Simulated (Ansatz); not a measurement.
The calculation's input:

```
crystal:
  periodic: [false, false, false]
  atoms:
    - {symbol: C, position_ang: [0.010971, 2.443314, -0.192973]}
    - {symbol: O, position_ang: [1.449693, 0.591160, 1.958385]}
    - {symbol: Si, position_ang: [0.853885, 1.323368, 0.706057]}
    - {symbol: H, position_ang: [-0.108729, 2.510116, -1.278621]}
basis:
  gaussian:
    orbitals: def2-TZVPD
hamiltonian:
  xc: pbe0
total_charge: -1
output: {forces: true, orbitals: {seedname: orbitals}}
```

Run with:

```sh
ansatz run input.yaml --threads 1 --pin off --max-ram 2610MiB --events-out events.jsonl --progress --plain --runs-dir runs
```

Geometry: PBE0-D3(BJ)/def2-SVPD.

Method: Ansatz 0.2.0, isolated molecule in a Gaussian basis; Kohn-Sham density functional theory, functional PBE0.

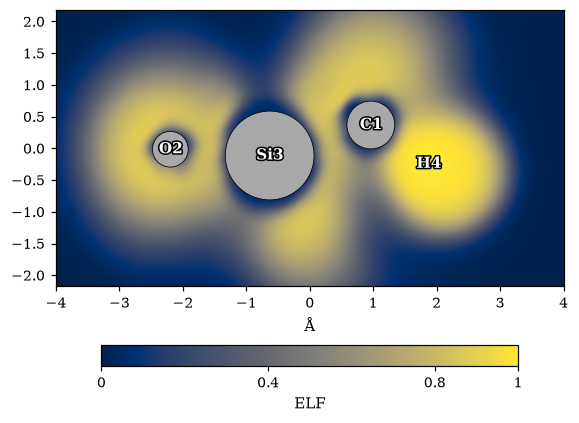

CHOSi (SMILES C#[Si][O-]) (charge −1). Electron localisation function on the molecular plane. Grey discs cover the atomic cores.

**Describe what can be read from this map.**

The section cuts through C, O, Si and H sites.
Si–O (1.57 Å): the ELF peaks at about 0.80 between the atoms: a short, strongly polar bond.
C–Si (1.67 Å): the ELF peaks at about 0.80 between the atoms (a covalent bond).
C–H (1.09 Å): the ELF climbs to about 1 towards the hydrogen, as it does in any bond to H: a covalent bond by its length.
The ELF also peaks beside Si3, O2 and C1, away from the bonds: lone-pair regions.
